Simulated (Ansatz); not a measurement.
Ni, response to strain

Take Ni in the fcc (Cu type) structure (space group Fm-3m, No. 225; ferromagnetic; relaxed with 0.1 eV smearing) as the base.

```
CELL_PARAMETERS angstrom
      0.00000     1.73942     1.73942
      1.73942     0.00000     1.73942
      1.73942     1.73942     0.00000
ATOMIC_POSITIONS crystal
  Ni 0.00000 0.00000 0.00000
```

Cartesian axes are those of the cell as printed.

Strains are applied to the cell and any free atomic positions relax; under biaxial strain the out-of-plane vector relaxes too.

Level of theory: r2SCAN (Ansatz, an electronic-structure program, PAW, without spin-orbit coupling).

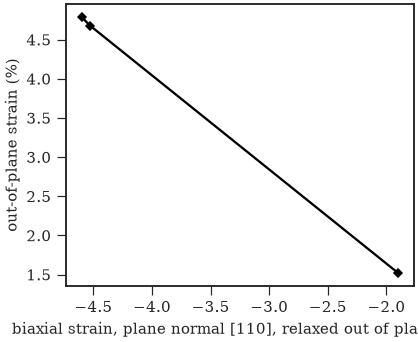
Figure. Out-of-plane strain against biaxial strain, plane normal [110], relaxed out of plane

| biaxial strain, plane normal [110], relaxed out of plane (%) | out-of-plane strain |
|---|---|
| -4.6 | +4.79 % |
| -4.53 | +4.68 % |
| -1.9 | +1.52 % |

Other magnetic orders, which the real material may have, were not ruled out. No phonon test of stability was made.
